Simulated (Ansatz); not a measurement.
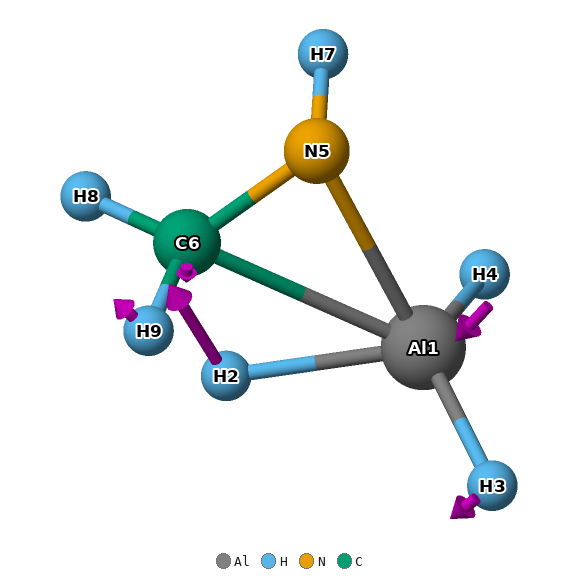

The arrows show one normal mode. Harmonic vibrations computed with RKS PBE0-D4/def2-SVP (Ansatz 0.2.0) at a stationary point of the same level. It is a saddle point of order 1.

**At what wavenumber does it lie?**

686i cm⁻¹; it is mode 1 of 21 counted from the lowest.
